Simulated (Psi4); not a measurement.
**wB97X/def2-SVP (core potential) run of InHCl2O (SMILES [OH][In]([Cl])[Cl])**

What is the vertical ionisation energy of InHCl2O at wB97X/def2-SVP (core potential)? 

The results are computed with Psi4 1.11.

5 further runs of the same task are left out: 5 that didn't finish. Runs told in other sessions of the task aren't counted.

### Step 1. The structure to begin with

The species is InHCl2O (5 atoms), meant as a singlet with charge 0. As SMILES, `[OH][In]([Cl])[Cl]`. Geometry: relaxed at PBE0-D4/def2-TZVP.

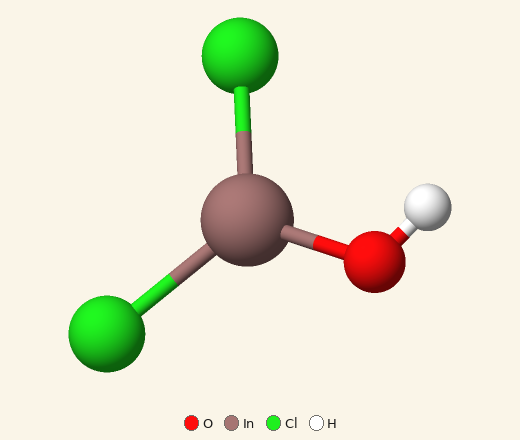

The structure, seen from a chosen angle (oxygen red, indium brown, chlorine green, hydrogen white).

### Step 2. Energy and gradient at wB97X/def2-SVP (core potential)

File run.py:

```python
import psi4

psi4.set_memory(2200000000)
psi4.set_num_threads(1)
psi4.core.set_output_file('run.log', False)

geom = psi4.geometry("""
0 1
O     -0.347800     1.510200    -0.137200
In    -0.087900    -0.432900    -0.100800
Cl     1.722600    -1.320600     1.019900
Cl    -1.580600    -1.801600    -1.170600
H      0.343600     1.971200     0.347200
symmetry c1
""")

psi4.set_options({
    'basis': 'def2-SVP',
    'puream': True,
    'e_convergence': 1e-09,
    'd_convergence': 1e-08,
    'scf_type': 'pk',
    'dft_radial_points': 99,
    'dft_spherical_points': 590,
})

energy_value, wavefunction = psi4.gradient("wb97x", return_wfn=True)
psi4.oeprop(wavefunction, "WIBERG_LOWDIN_INDICES", "QUADRUPOLE", "LOWDIN_CHARGES", title="WB97X")
print('gradient / Eh bohr^-1')
print(energy_value.np.round(6))
print(f'energy = {wavefunction.energy():.10f} Eh')
```

The run is started by

```console
$ python run.py
```

run.log:

```text
[...]
    !!!  WARNING: ECP capability is in beta. Please check occupations closely.  !!!
[...]
  Running in c1 symmetry.
[...]
  Nuclear repulsion =  300.404504641019855
[...]
  Multiplicity = 1
[...]
  Nalpha       = 32
  Nbeta        = 32
[...]
    Number of basis functions: 81
[...]
   @RKS iter   1: -1185.90274086377713   -1.34693e+00   8.90948e-03 ADIIS/DIIS
[...]
   @RKS iter  12: -1186.13298591844955   -1.54614e-11   8.35686e-09 DIIS
[...]
    Orbital Energies [Eh]
    ---------------------
    Doubly Occupied:
       1A   -101.471695     2A   -101.469715     3A    -19.211268
       4A     -9.544006     5A     -9.541939     6A     -7.310199
       7A     -7.307916     8A     -7.303412     9A     -7.302829
      10A     -7.301443    11A     -7.300942    12A     -4.838285
      13A     -3.254313    14A     -3.246786    15A     -3.243563
      16A     -1.099695    17A     -0.975125    18A     -0.971405
      19A     -0.940157    20A     -0.937523    21A     -0.929241
      22A     -0.905175    23A     -0.895082    24A     -0.601316
      25A     -0.533933    26A     -0.472610    27A     -0.451212
      28A     -0.450271    29A     -0.427873    30A     -0.423823
      31A     -0.422103    32A     -0.420739
[...]
  @RKS Final Energy: -1186.13298591844955
   => Energetics <=
    Nuclear Repulsion Energy =            300.4045046410198552
    One-Electron Energy =               -2309.0066923574418070
    Two-Electron Energy =                 883.6202392891198087
    DFT Exchange-Correlation Energy =     -61.1510374911474415
    Empirical Dispersion Energy =           0.0000000000000000
    VV10 Nonlocal Energy =                  0.0000000000000000
    Total Energy =                      -1186.1329859184495490
[...]
  -Total Gradient:
     Atom            X                  Y                   Z
    ------   -----------------  -----------------  -----------------
       1        0.001704310104    -0.003810735948     0.000836423859
       2       -0.000504086116    -0.000923397324    -0.000370086461
       3       -0.003990548887     0.002419227852    -0.002447600423
       4        0.004065626635     0.003941448315     0.002921877005
       5       -0.001148769103    -0.002223178202    -0.000899135919
[...]
 Multipole Moments:
 ------------------------------------------------------------------------------------
     Multipole            Electronic (a.u.)      Nuclear  (a.u.)        Total (a.u.)
 ------------------------------------------------------------------------------------
 L = 1.  Multiply by 2.5417464519 to convert [e a0] to [Debye]
 Dipole X            :         -2.3349455            2.6672025            0.3322570
 Dipole Y            :         11.8103184          -11.3653844            0.4449340
 Dipole Z            :         -0.6939330            0.9433069            0.2493739
 Magnitude           :                                                    0.6087268
 L = 2.  Multiply by 1.3450342976 to convert [e a0^2] to [Debye ang]
 Quadrupole XX       :       -378.3688715          336.1817648          -42.1871067
 Quadrupole XY       :        -16.9058513           19.5409182            2.6350670
[...]
```

Standard output:

```text
gradient / Eh bohr^-1
[[ 0.001704 -0.003811  0.000836]
 [-0.000504 -0.000923 -0.00037 ]
 [-0.003991  0.002419 -0.002448]
 [ 0.004066  0.003941  0.002922]
 [-0.001149 -0.002223 -0.000899]]
energy = -1186.1329859184 Eh
```

Wall time 42 s (1 thread of Intel Xeon Platinum 8175M at 2.50GHz (Skylake/Cascade Lake), shared host); peak memory 0.78 GiB.

### Step 3. The doublet cation: the energy at U-wB97X/def2-SVP (core potential)

File job.inp:

```
memory 2200 MB

molecule system {
  1 2
  O     -0.347800     1.510200    -0.137200
  In    -0.087900    -0.432900    -0.100800
  Cl     1.722600    -1.320600     1.019900
  Cl    -1.580600    -1.801600    -1.170600
  H      0.343600     1.971200     0.347200
  symmetry c1
  no_reorient
  no_com
}

set basis def2-SVP
set reference uks
set puream true
set e_convergence 1e-09
set d_convergence 1e-08
set scf_type pk
set dft_radial_points 99
set dft_spherical_points 590
set maxiter 100

result, w = energy("wb97x", return_wfn=True)
oeprop(w, "MAYER_INDICES", "WIBERG_LOWDIN_INDICES", "MULLIKEN_CHARGES", title="WB97X")
```

The run is started by

```console
$ psi4 -i job.inp -o job.out -n 1
```

job.out, shortened:

```text
[...]
    !!!  WARNING: ECP capability is in beta. Please check occupations closely.  !!!
[...]
  Running in c1 symmetry.
[...]
  Nuclear repulsion =  300.404504641019855
[...]
  Multiplicity = 2
[...]
  Nalpha       = 32
  Nbeta        = 31
[...]
    Number of basis functions: 81
[...]
   @UKS iter   1: -1185.46860252847023   -9.66753e-01   8.67205e-03 ADIIS/DIIS
[...]
   @UKS iter  52: -1185.69739735633812   -7.25322e-11   8.52959e-09 DIIS
[...]
   @S^2 Observed:                7.709059591E-01
[...]
  @UKS Final Energy: -1185.69739735633812
   => Energetics <=
    Nuclear Repulsion Energy =            300.4045046410198552
    One-Electron Energy =               -2293.5892853530940556
    Two-Electron Energy =                 868.4365838611853405
    DFT Exchange-Correlation Energy =     -60.9492005054492481
    Empirical Dispersion Energy =           0.0000000000000000
    VV10 Nonlocal Energy =                  0.0000000000000000
    Total Energy =                      -1185.6973973563378877
  UHF NO Occupations:
  HONO-2 :   30  A 1.9997226
  HONO-1 :   31  A 1.9901407
[...]
 Multipole Moments:
 ------------------------------------------------------------------------------------
     Multipole            Electronic (a.u.)      Nuclear  (a.u.)        Total (a.u.)
 ------------------------------------------------------------------------------------
 L = 1.  Multiply by 2.5417464519 to convert [e a0] to [Debye]
 Dipole X            :          3.8518571           -3.5351107            0.3167465
 Dipole Y            :         89.2046594          -90.9251174           -1.7204580
 Dipole Z            :         10.3230488          -10.2595121            0.0635367
 Magnitude           :                                                    1.7505259
[...]
  Mulliken Charges: (a.u.)
   Center  Symbol    Alpha    Beta     Spin     Total
       1     O     4.19314  4.19831 -0.00517 -0.39144
       2    IN    10.01380 10.09060 -0.07680  0.89560
       3    CL     8.70511  8.17737  0.52773  0.11752
       4    CL     8.70075  8.14689  0.55386  0.15236
       5     H     0.38721  0.38684  0.00037  0.22596
   Total alpha = 32.00000, Total beta = 31.00000, Total charge =  1.00000
  Mayer Bond Indices:
  Total Bond Index:
[...]
```

Wall time 1.7 min (1 thread of Intel Xeon Platinum 8175M at 2.50GHz (Skylake/Cascade Lake), shared host); peak memory 0.79 GiB.

### Step 4. Results

At wB97X/def2-SVP (core potential):

```
                                          quantity           value
                     singlet InHCl2O: total energy  -1186.13299 Eh
                    singlet InHCl2O: dipole moment          1.55 D
                      singlet InHCl2O: HOMO energy       -11.45 eV
                      singlet InHCl2O: LUMO energy        -0.32 eV
                    singlet InHCl2O: HOMO–LUMO gap        11.13 eV
         singlet InHCl2O: largest force on an atom      0.328 eV/Å
                      doublet cation: total energy  -1185.69740 Eh
doublet cation: HOMO energy (highest over α and β)       -16.44 eV
 doublet cation: LUMO energy (lowest over α and β)       -12.13 eV
                              doublet cation: ⟨S²⟩           0.771
vertical ionisation energy (to the doublet cation)       11.853 eV
```

**Reading.** The vertical ionisation energy comes to 11.85 eV (1144 kJ/mol). The largest force (singlet InHCl2O) is 0.33 eV/Å: the shape isn't a stationary point for this species at this level. The negative HOMO energy of the first species, 11.45 eV, lies 0.40 eV below that difference. With no_com the log's rotational constants are taken about the origin, not the centre of mass, so they aren't the molecule's. Mulliken charges (doublet cation) run from -0.39 on O1 to +0.90 on In2.
